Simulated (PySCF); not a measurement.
Al2(mu-Cl)2(Br)4, Al2Br4Cl2, singlet at its B3LYP/def2-SVP optimised geometry (Å):

```
8

Al    -1.1677    -1.1553     0.0000
Al     1.1677     1.1553     0.0059
Cl    -1.1430     1.1553     0.0000
Br    -1.9409    -1.9189    -1.9702
Br    -1.9391    -1.9197     1.9706
Cl     1.1431    -1.1553     0.0000
Br     1.9454     1.9241    -1.9605
Br     1.9347     1.9144     1.9802
```

Computed with B3LYP/def2-TZVP (PySCF).

Map of the electrostatic potential (hartree/e), clipped to [-0.08, 0.12] on the plane z = 1.0 Å:

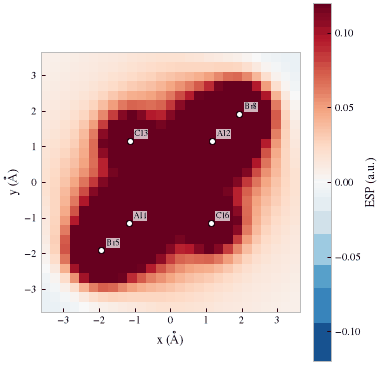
Figure: Electrostatic potential (hartree/e), clipped to [-0.08, 0.12] on the plane z = 1.0 Å.
